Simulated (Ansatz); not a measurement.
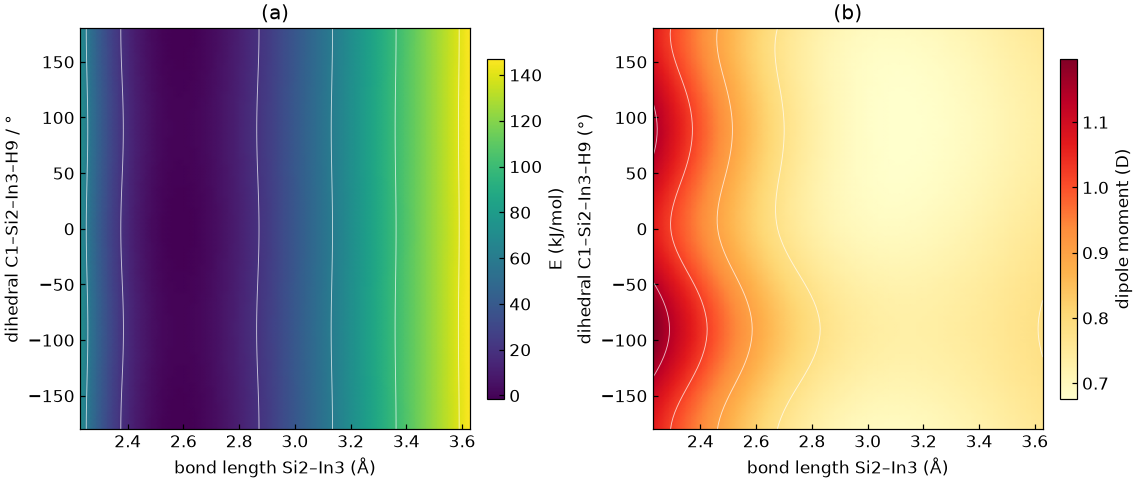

CH7InSi, SMILES C[SiH2][InH2]. 
- First axis: bond length Si2–In3. Second axis: dihedral C1–Si2–In3–H9.
- Nothing is relaxed (all other coordinates rigid).
- The grid has 11 × 12 points.
- Energies: kJ/mol, counted from the relaxed molecule at the same level.
- Method: Ansatz, RKS PBE0-D4/def2-SVP.

Panel (a) is the energy and panel (b) the computed dipole moment on the same grid.

In the figure: a smooth colour map with a few white contour lines. Between grid points the surface is interpolated.

How does the dipole moment vary over the map, and what is it at the lowest grid point?

Leaving out the highest fifth of the energies, it runs from 0.68 D at bond length Si2–In3 = 3.07 Å, dihedral C1–Si2–In3–H9 = 90° to 1.20 D at bond length Si2–In3 = 2.23 Å, dihedral C1–Si2–In3–H9 = −90°. At the lowest grid point, bond length Si2–In3 = 2.65 Å, dihedral C1–Si2–In3–H9 = −180°, it is 0.79 D.
